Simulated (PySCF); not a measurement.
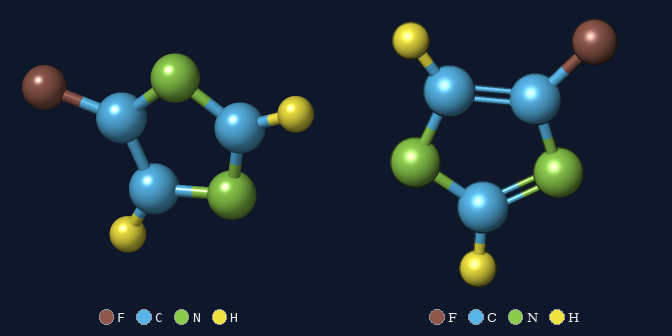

Two views of one molecule.

The species has charge −1 and is a spin singlet. The computed structure is the end point of a GFN2-xTB optimisation. No frequency run is at hand to confirm it as a minimum.

**Give the formula.**

C₃H₂FN₂⁻, 8 atoms: 3 carbon, 2 hydrogen, 1 fluorine and 2 nitrogen.

**Describe its rings.**

Independent rings (smallest set): 1 of 5 members, 1 of them aromatic.

**Which point group does it belong to?**

Cs.

**How many sets of symmetry-equivalent atoms are there?**

8: 1 F, 1 C, 1 C, 1 N, 1 C, 1 N, 1 H, 1 H.

The parts below concern this one geometry. Atoms keep their numbers from picture to picture.

### Shape

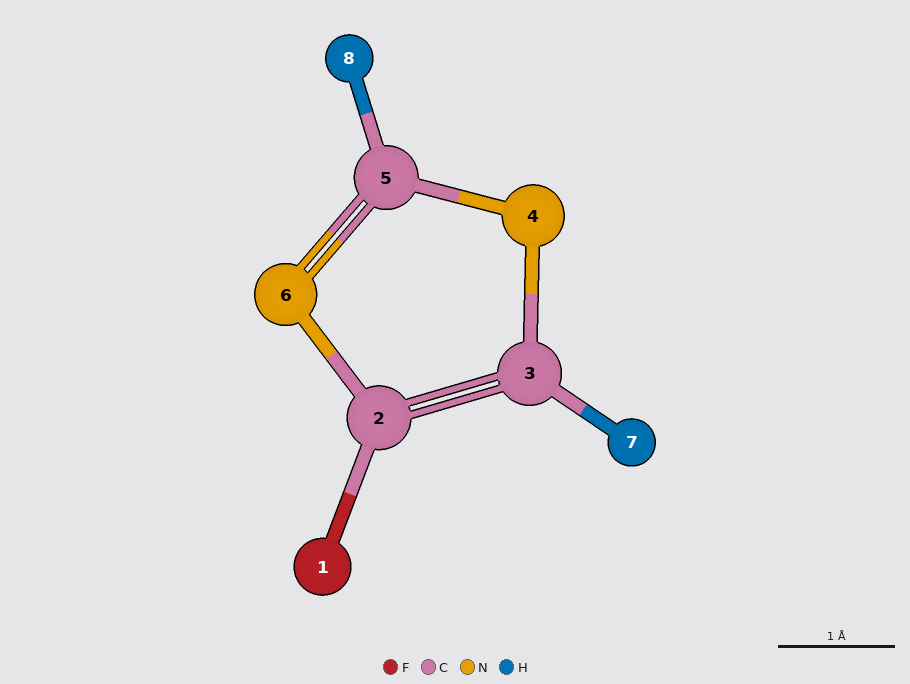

Numbered structure. No frequency run is at hand to confirm it as a minimum.

**What is the geometry at N4?**

N4 has 2 neighbours (C3 at 1.36, C5 at 1.33 Å); the arrangement is bent.

**Describe the coordination of atom 2.**

C2 has 3 neighbours (F1 at 1.38, C3 at 1.37, N6 at 1.35 Å); the arrangement is trigonal planar.

**What is the geometry at C5?**

C5 has 3 neighbours (N4 at 1.33, N6 at 1.34, H8 at 1.08 Å); the arrangement is trigonal planar.

**Describe the coordination of atom 6.**

N6 has 2 neighbours (C2 at 1.35, C5 at 1.34 Å); the arrangement is bent.

**What is the dihedral angle F1–C2–C3–N4?**

180° in size, that is anti.

### Electronic properties

No frequency run is at hand to confirm it as a minimum. Properties computed with PBE0/def2-SVPD, gas phase (PySCF 2.14.0).

**Give the mean static polarisability at this level.**

53.1 bohr³.

**Give the HOMO energy (Kohn–Sham orbital) at this level.**

−0.82 eV.

### NMR shielding

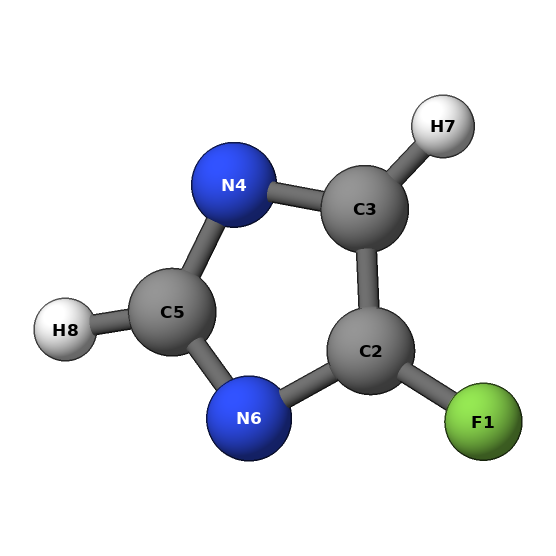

No frequency run is at hand to confirm it as a minimum. Level of theory: GIAO PBE0/pcSseg-1 NMR shielding, non-relativistic, gas phase (PySCF 2.14.0). Principal shieldings σ11 ≤ σ22 ≤ σ33, span Ω = σ33 − σ11, skew κ = 3(σiso − σ22)/Ω.

**Which N atom has the most anisotropic shielding?**

N4, with a span of 427 ppm.

Give the shielding tensors of the N atoms.

```json
{"atom": "N4", "σ11": "−202.5", "σ22": "−75.4", "σ33": "224.2", "σiso": "−17.9", "Ω": "426.6", "κ": "0.40"}
{"atom": "N6", "σ11": "−151.9", "σ22": "−50.0", "σ33": "205.5", "σiso": "1.2", "Ω": "357.4", "κ": "0.43"}
```

Shieldings and span in ppm.

### Quadrupole coupling

No frequency run is at hand to confirm it as a minimum. Electric field gradients from the ground-state density, PBE0/pcSseg-1 (PySCF 2.14.0), non-relativistic apart from any core potentials.

Give the largest field-gradient component, the quadrupole coupling constant and the asymmetry for 14N at N4 (Q = 20.44 mb), 14N at N6 (Q = 20.44 mb), 2H at H7 (Q = 2.86 mb), 2H at H8 (Q = 2.86 mb).

```tsv
atom	V_zz (a.u.)	e²qQ/h (MHz)	η
N4	−0.840	−4.04	0.12
N6	−0.761	−3.66	0.26
H7	0.351	0.236	0.10
H8	0.342	0.230	0.09
```
